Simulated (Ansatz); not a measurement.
**One shape, several levels: SiHClO (SMILES O[Si]Cl)**

Wanted: a comparison of 6 runs (B2PLYP/STO-3G, CAM-B3LYP/STO-3G, PBE/STO-3G, UPBE/STO-3G, UPBE0/STO-3G, UMP2/STO-3G) of SiHClO. 

Program for the calculation: Ansatz 0.2.0.

82 further runs of the same task are left out: 1 that didn't finish, 81 set aside as unsound or not needed.

**1. The system as given**

SiHClO: 4 atoms, total charge 0, spin state singlet. SMILES: `O[Si]Cl`. The Si2–O1 distance was set to 4.092 Å, away from the relaxed value. At this shape a bond of the SMILES string is far longer than usual.

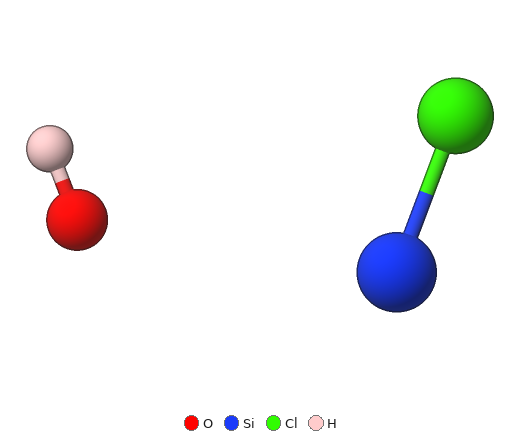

Viewed from a chosen angle; oxygen red, silicon blue, chlorine green, hydrogen pink.

**2. A single-point energy at B2PLYP/STO-3G (run 1)**

input.yaml reads:

```yaml
crystal:
  periodic: [false, false, false]
  atoms:
    - {symbol: O, position_ang: [-1.628208, 2.310071, -1.742266]}
    - {symbol: Si, position_ang: [-0.434200, -0.789700, 0.647000]}
    - {symbol: Cl, position_ang: [1.662300, -0.701000, 0.421400]}
    - {symbol: H, position_ang: [-0.977208, 2.840271, -2.213566]}
basis:
  gaussian:
    orbitals: STO-3G
hamiltonian:
  xc: {name: B2PLYP}
correlation:
  frozen_orbitals: {Cl: 5, H: 0, O: 1, Si: 5}
accuracy: high
```

Run with:

```sh
$ ansatz run input.yaml --threads 1 --pin off --max-ram 2610MiB --events-out events.jsonl --progress --plain --runs-dir runs
```

Log:

```text
Warning: RAYON_NUM_THREADS=1 ignored (pool sized by the plan → 1); use --threads N
Functional definition: B2PLYP
  name "B2PLYP"
  parameter a = 0.53
  parameter c = 0.27
  exchange = (1 - a)*b88_x + a*exact_x
  correlation = (1 - c)*lyp_c + c*(mp2_os + mp2_ss)
389 factors; integrals over basis functions are off by at most 3.2e-8 eV
mean field evaluation 1: about -22177.7017 eV, gradient 3.2e1 eV
mean field evaluation 2: about -22177.7167 eV, gradient 3.2e1 eV
mean field evaluation 4: about -22181.2743 eV, gradient 2.0e1 eV
mean field evaluation 8: about -22062.7676 eV, gradient 7.2e1 eV
mean field evaluation 16: about -22187.8792 eV, gradient 2.4e-4 eV
mean field evaluation 32: about -22187.8754 eV, gradient 5.4e-2 eV
mean field evaluation 64: about -22187.8788 eV, gradient 1.2e-1 eV
mean field -22187.87923752 eV, -815.3895224941 hartree, gradient 2.2e-8 eV, S^2 0.000000; 4 other end points of the search recorded, 0 dependent functions left out; unrestricted orbitals would lower it
11 core orbitals not correlated: weight in the atoms' cores, before any rotation towards them, 1.000 or more for the frozen orbitals, at most 0.000 for the correlated occupied ones
reference -22187.87925796 eV, -815.3895232454 hartree; 9, 9 occupied and 4, 4 virtual orbitals, 389 factors
second order -14.22360485 eV of doubles, -0.00000000 eV of singles
Total energy: -22191.71963127 eV, -815.5306543615 hartree
```

Wall time 3.6 s (1 thread of Arm Neoverse V1, shared host); peak memory 0.1 GiB.

**3. A single-point energy at CAM-B3LYP/STO-3G (run 2)**

Edit input.yaml of step 2 so:

```diff
@@ -11,5 +11,3 @@
 hamiltonian:
-  xc: {name: B2PLYP}
-correlation:
-  frozen_orbitals: {Cl: 5, H: 0, O: 1, Si: 5}
+  xc: {name: CAM-B3LYP}
 accuracy: high
```

Run with:

```sh
$ ansatz run input.yaml --threads 1 --pin off --max-ram 2610MiB --events-out events.jsonl --progress --plain --runs-dir runs
```

Log, cut to the lines that bear on the results:

```text
Warning: RAYON_NUM_THREADS=1 ignored (pool sized by the plan → 1); use --threads N
Functional definition: CAM-B3LYP
  name "CAM-B3LYP"
[...]
389 factors; integrals over basis functions are off by at most 3.2e-8 eV
164 factors; integrals over basis functions are off by at most 1.0e-9 eV
[...]
mean field -22197.87356799 eV, -815.7568073646 hartree, gradient 2.1e-8 eV, S^2 0.000000; 4 other end points of the search recorded, 0 dependent functions left out
reference -22197.87358345 eV, -815.7568079328 hartree; 20, 20 occupied and 4, 4 virtual orbitals, 389 factors
Total energy: -22197.87358345 eV, -815.7568079328 hartree
```

Run time: 3 s. Hardware: 1 thread of Arm Neoverse V1, shared host; peak memory 0.098 GiB.

Runs 3 to 5 aren't shown in full; the table further down has their settings and results.

**4. The energy at UMP2/STO-3G (run 6)**

job.yaml reads:

```yaml
basis:
  gaussian:
    orbitals: STO-3G
crystal:
  periodic: [false, false, false]
  atoms:
    - {symbol: O, position_ang: [-1.628208, 2.310071, -1.742266]}
    - {symbol: Si, position_ang: [-0.434200, -0.789700, 0.647000]}
    - {symbol: Cl, position_ang: [1.662300, -0.701000, 0.421400]}
    - {symbol: H, position_ang: [-0.977208, 2.840271, -2.213566]}
magnetization:
  spin_polarized: true
  initial_magnetization: 0
correlation:
  method: mp2
  frozen_orbitals: {Cl: 5, H: 0, O: 1, Si: 5}
accuracy: high
```

Run with:

```sh
$ ansatz run job.yaml --threads 1 --pin off --max-ram 2610MiB --events-out events.jsonl --progress --plain --runs-dir runs
```

Log, cut to the lines that bear on the results:

```text
Warning: RAYON_NUM_THREADS=1 ignored (pool sized by the plan → 1); use --threads N
Functional definition: HF
  name "HF"
[...]
389 factors; integrals over basis functions are off by at most 3.2e-8 eV
[...]
mean field -22164.44118032 eV, -814.5281897790 hartree, gradient 9.4e-9 eV, S^2 1.005761; 13 other end points of the search recorded, 0 dependent functions left out
11 core orbitals not correlated: weight in the atoms' cores, before any rotation towards them, 1.000 or more for the frozen orbitals, at most 0.000 for the correlated occupied ones
reference -22164.44118032 eV, -814.5281897790 hartree; 9, 9 occupied and 4, 4 virtual orbitals, 389 factors
second order -0.99938246 eV of doubles, -0.00000000 eV of singles
Total energy: -22165.44056279 eV, -814.5649164072 hartree
```

Wall time 1.2 s (1 thread of Arm Neoverse V1, shared host).

**5. The series**

```csv
run,level,frozen core orbitals,energy (Eh),wall time
1,B2PLYP/STO-3G,11,-815.530654,3.6 s
2,CAM-B3LYP/STO-3G,–,-815.756808,3 s
3,PBE/STO-3G,–,-815.451616,3.3 s
4,UPBE/STO-3G,–,-815.477776,39 s
5,UPBE0/STO-3G,–,-815.616590,14 s
6,UMP2/STO-3G,11,-814.564916,1.2 s
```

**6. Outcome**

| quantity | value |
| --- | --- |
| run 6: total energy | -814.56492 Eh |
| run 6: correlation energy (11 core orbitals frozen) | -36.7 mEh |
| run 6: ⟨S²⟩ of the reference determinant | 1.006 |

In words: Totals of different functionals can't be ranked against each other. In run 1 the log says that unrestricted orbitals would lower the reference, so the values rest on an unstable closed-shell determinant (other closed-shell runs at this shape may share the fault). In runs 1, 2, 3, 4, 5, 6 the basis is minimal, so the values are rough. In runs 1, 2, 3 a closed-shell determinant meets a far-stretched bond, which it describes badly. Spin contamination of the reference: run 6 ⟨S²⟩ = 1.01, run 5 ⟨S²⟩ = 1.00, run 4 ⟨S²⟩ = 0.94. Where it is this large, the reference is a mixture of spin states, and values that rest on it are in doubt. All runs together took 64 s, the longest 39 s.
